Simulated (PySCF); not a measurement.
# AsH3 (SMILES [AsH3]) at FCI/STO-6G (functionals set, moving atoms (1, 2, 3))

We compute the energy along one coordinate of AsH3. The job is set up through a Python script.

Program for the calculation: PySCF 2.14.0.

### 1 The molecule

AsH3 has 4 atoms, charge 0, and is taken as a singlet. SMILES: `[AsH3]`. Geometry: relaxed at PBE0-D4/def2-TZVP.

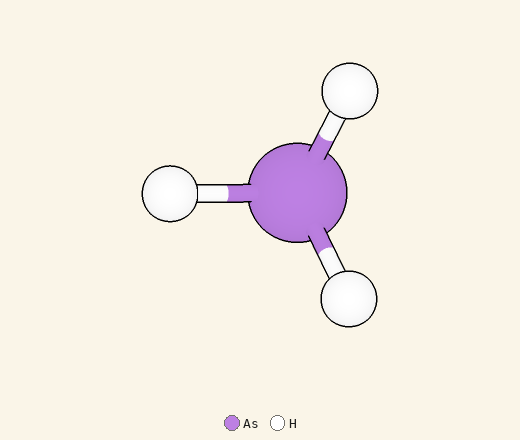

The structure, seen from a chosen angle (arsenic purple, hydrogen white).

### 2 An energy scan at FCI/STO-6G (functionals set, moving atoms (1, 2, 3))

File pes_scan.py:

```python
import numpy as np
from pyscf import cc, dft, gto, mcscf, mp, scf

symbols = ["As", "H", "H", "H"]
xyz = np.array([
    [-0.215800, 0.487600, -0.346000],
    [0.349900, 0.630300, 1.059400],
    [-1.068000, -0.705500, 0.061100],
    [0.933900, -0.412500, -0.774500],
])
i, j, moving = 3, 0, [0, 1, 2]
u = (xyz[j] - xyz[i]) / np.linalg.norm(xyz[j] - xyz[i])
r0 = np.linalg.norm(xyz[j] - xyz[i])
functionals = {"CAM-B3LYP": "camb3lyp", "PBE": "pbe", "wB97X": "wb97x"}

def stable(mf, dm=None):
    for _ in range(4):
        mf.kernel(dm)
        if not mf.converged:
            mf = mf.newton().run(mf.mo_coeff, mf.mo_occ).undo_soscf()
        mo, _, ok, _ = mf.stability(return_status=True)
        if ok:
            break
        dm = mf.make_rdm1(mo, mf.mo_occ)
    return mf

def value(obj):
    return obj.e_tot if obj.converged else float("nan")

def exact(mf):
    ci = mcscf.CASCI(mf, 12, (9, 9))
    ci.fix_spin_(ss=0)
    ci.fcisolver.max_cycle = 200
    return ci.kernel()[0], 0.0

cols = ["RHF", "UHF", "MP2", "CCSD", "CCSD(T)", "UMP2", "UCCSD", "UCCSD(T)", "CAM-B3LYP", "PBE", "wB97X", "FCI"]
rows, s2, dw = [], [], []
dm_r = None
distances = [1.2174, 1.5217, 1.6739, 1.9782, 2.1304, 2.4347, 3.0434, 3.4238, 4.5651]
for r in distances:
    x = xyz.copy()
    x[moving] += (r - r0) * u
    mol = gto.M(atom=list(zip(symbols, x)), basis="sto-6g", charge=0, spin=0, verbose=0)
    rhf = scf.RHF(mol).set(conv_tol=1e-10, max_cycle=200)
    rhf.kernel(dm_r)
    if not rhf.converged:
        rhf = rhf.newton().run(rhf.mo_coeff, rhf.mo_occ)
    dm_r = rhf.make_rdm1()
    uhf = stable(scf.UHF(mol).set(conv_tol=1e-9, max_cycle=200))
    e = [value(rhf), value(uhf)]
    for ref in (rhf, uhf):
        c = cc.CCSD(ref, frozen=9).set(max_cycle=120).run()
        e += [mp.MP2(ref, frozen=9).run().e_tot, value(c), c.e_tot + c.ccsd_t() if c.converged else float("nan")]
    for xc in functionals.values():
        e.append(value(stable(dft.UKS(mol, xc=xc).set(conv_tol=1e-8, max_cycle=80), uhf.make_rdm1())))
    e_ref, w = exact(rhf)
    rows.append(e + [e_ref])
    s2.append(uhf.spin_square()[0])
    dw.append(w)
    print(f"r = {r:.4f} A  " + "  ".join(f"{k} {v:.6f}" for k, v in zip(cols, rows[-1])) + f"  <S^2>(UHF) {s2[-1]:.3f}", flush=True)
rows = np.array(rows)
print("\nenergies relative to r = 1.5217 A, eV")
print("r/A    " + "".join(f"{k:>10s}" for k in cols))
for r, row in zip(distances, rows):
    print(f"{r:<7.3f}" + "".join(f"{v:10.3f}" for v in (row - rows[1]) * 27.211386))
print("\nnon-parallelity error against FCI, eV")
for k, d in zip(cols[:-1], (rows[:, :-1] - rows[:, -1:]).T * 27.211386):
    print(f"{k:>10s} {np.nanmax(d) - np.nanmin(d):10.3f}")
```

The run is started by

```console
$ python pes_scan.py
```

Log:

```text
r = 1.2174 A  RHF -2224.288295  UHF -2224.288295  MP2 -2224.324231  CCSD -2224.341962  CCSD(T) -2224.342078  UMP2 -2224.324231  UCCSD -2224.341962  UCCSD(T) -2224.342078  CAM-B3LYP -2225.771180  PBE -2225.307339  wB97X -2225.767989  FCI -2224.342119  <S^2>(UHF) 0.000
r = 1.5217 A  RHF -2224.323230  UHF -2224.323230  MP2 -2224.363011  CCSD -2224.383808  CCSD(T) -2224.383940  UMP2 -2224.363011  UCCSD -2224.383808  UCCSD(T) -2224.383940  CAM-B3LYP -2225.802250  PBE -2225.341737  wB97X -2225.800955  FCI -2224.383990  <S^2>(UHF) 0.000
r = 1.6739 A  RHF -2224.306479  UHF -2224.306479  MP2 -2224.349357  CCSD -2224.372810  CCSD(T) -2224.372959  UMP2 -2224.349357  UCCSD -2224.372810  UCCSD(T) -2224.372959  CAM-B3LYP -2225.787800  PBE -2225.329970  wB97X -2225.786546  FCI -2224.373014  <S^2>(UHF) 0.000
r = 1.9782 A  RHF -2224.245938  UHF -2224.247148  MP2 -2224.297735  CCSD -2224.329767  CCSD(T) -2224.329968  UMP2 -2224.291012  UCCSD -2224.329685  UCCSD(T) -2224.329945  CAM-B3LYP -2225.736499  PBE -2225.285509  wB97X -2225.734044  FCI -2224.330022  <S^2>(UHF) 0.170
r = 2.1304 A  RHF -2224.210619  UHF -2224.224996  MP2 -2224.268469  CCSD -2224.306771  CCSD(T) -2224.307004  UMP2 -2224.259230  UCCSD -2224.306379  UCCSD(T) -2224.306812  CAM-B3LYP -2225.707095  PBE -2225.260088  wB97X -2225.703533  FCI -2224.307042  <S^2>(UHF) 0.507
r = 2.4347 A  RHF -2224.141565  UHF -2224.203339  MP2 -2224.215263  CCSD -2224.269599  CCSD(T) -2224.269903  UMP2 -2224.231661  UCCSD -2224.268415  UCCSD(T) -2224.269149  CAM-B3LYP -2225.660230  PBE -2225.212002  wB97X -2225.652922  FCI -2224.269845  <S^2>(UHF) 0.830
r = 3.0434 A  RHF -2224.036405  UHF -2224.192185  MP2 -2224.157798  CCSD -2224.238287  CCSD(T) -2224.238674  UMP2 -2224.219046  UCCSD -2224.236484  UCCSD(T) -2224.236974  CAM-B3LYP -2225.630642  PBE -2225.170544  wB97X -2225.627695  FCI -2224.238260  <S^2>(UHF) 0.987
r = 3.4238 A  RHF -2223.996721  UHF -2224.190950  MP2 -2224.156402  CCSD -2224.234094  CCSD(T) -2224.234476  UMP2 -2224.217719  UCCSD -2224.233001  UCCSD(T) -2224.233114  CAM-B3LYP -2225.627034  PBE -2225.166646  wB97X -2225.626917  FCI -2224.233914  <S^2>(UHF) 1.003
r = 4.5651 A  RHF -2223.946216  UHF -2224.190528  MP2 -2224.225990  CCSD -2224.232755  CCSD(T) -2224.233084  UMP2 -2224.217267  UCCSD -2224.232329  UCCSD(T) -2224.232383  CAM-B3LYP -2225.625747  PBE -2225.165435  wB97X -2225.627037  FCI -2224.232411  <S^2>(UHF) 1.009

energies relative to r = 1.5217 A, eV
r/A           RHF       UHF       MP2      CCSD   CCSD(T)      UMP2     UCCSD  UCCSD(T) CAM-B3LYP       PBE     wB97X       FCI
1.217       0.951     0.951     1.055     1.139     1.139     1.055     1.139     1.139     0.845     0.936     0.897     1.139
1.522       0.000     0.000     0.000     0.000     0.000     0.000     0.000     0.000     0.000     0.000     0.000     0.000
1.674       0.456     0.456     0.372     0.299     0.299     0.372     0.299     0.299     0.393     0.320     0.392     0.299
1.978       2.103     2.070     1.776     1.471     1.469     1.959     1.473     1.469     1.789     1.530     1.821     1.469
2.130       3.064     2.673     2.573     2.096     2.094     2.824     2.107     2.099     2.589     2.222     2.651     2.094
2.435       4.943     3.262     4.020     3.108     3.103     3.574     3.140     3.124     3.865     3.530     4.028     3.106
3.043       7.805     3.566     5.584     3.960     3.953     3.917     4.009     3.999     4.670     4.658     4.715     3.965
3.424       8.885     3.600     5.622     4.074     4.067     3.954     4.104     4.104     4.768     4.764     4.736     4.084
4.565      10.259     3.611     3.729     4.110     4.105     3.966     4.122     4.124     4.803     4.797     4.733     4.125

non-parallelity error against FCI, eV
       RHF      6.323
       UHF      1.115
       MP2      2.015
      CCSD      0.017
   CCSD(T)      0.020
      UMP2      0.889
     UCCSD      0.046
  UCCSD(T)      0.034
 CAM-B3LYP      1.052
       PBE      0.896
     wB97X      1.164
```

Run time: 5.4 min. Hardware: 1 thread of Arm Neoverse V1, shared host; peak memory 0.22 GiB.

Energies in eV from each method's first point:

| distance (Å) | RHF | UHF | MP2 | CCSD | CCSD(T) | UMP2 | UCCSD | UCCSD(T) | CAM-B3LYP | PBE | wB97X | FCI |
| --- | --- | --- | --- | --- | --- | --- | --- | --- | --- | --- | --- | --- |
| 1.217 | 0.00 | 0.00 | 0.00 | 0.00 | 0.00 | 0.00 | 0.00 | 0.00 | 0.00 | 0.00 | 0.00 | 0.00 |
| 1.522 | -0.95 | -0.95 | -1.06 | -1.14 | -1.14 | -1.06 | -1.14 | -1.14 | -0.85 | -0.94 | -0.90 | -1.14 |
| 1.674 | -0.49 | -0.49 | -0.68 | -0.84 | -0.84 | -0.68 | -0.84 | -0.84 | -0.45 | -0.62 | -0.50 | -0.84 |
| 1.978 | 1.15 | 1.12 | 0.72 | 0.33 | 0.33 | 0.90 | 0.33 | 0.33 | 0.94 | 0.59 | 0.92 | 0.33 |
| 2.130 | 2.11 | 1.72 | 1.52 | 0.96 | 0.95 | 1.77 | 0.97 | 0.96 | 1.74 | 1.29 | 1.75 | 0.95 |
| 2.435 | 3.99 | 2.31 | 2.97 | 1.97 | 1.96 | 2.52 | 2.00 | 1.98 | 3.02 | 2.59 | 3.13 | 1.97 |
| 3.043 | 6.85 | 2.62 | 4.53 | 2.82 | 2.81 | 2.86 | 2.87 | 2.86 | 3.82 | 3.72 | 3.82 | 2.83 |
| 3.424 | 7.93 | 2.65 | 4.57 | 2.94 | 2.93 | 2.90 | 2.96 | 2.97 | 3.92 | 3.83 | 3.84 | 2.94 |
| 4.565 | 9.31 | 2.66 | 2.67 | 2.97 | 2.97 | 2.91 | 2.98 | 2.98 | 3.96 | 3.86 | 3.84 | 2.99 |

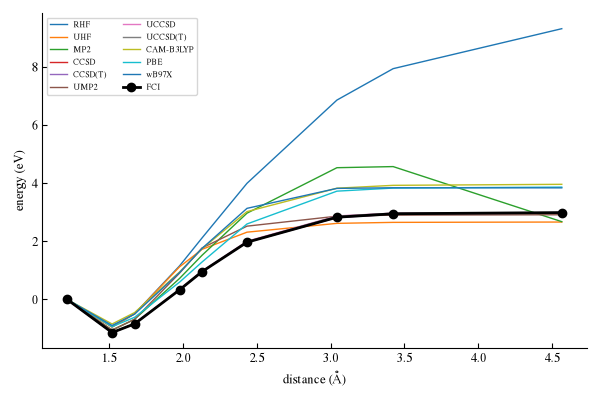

The curves of all methods.
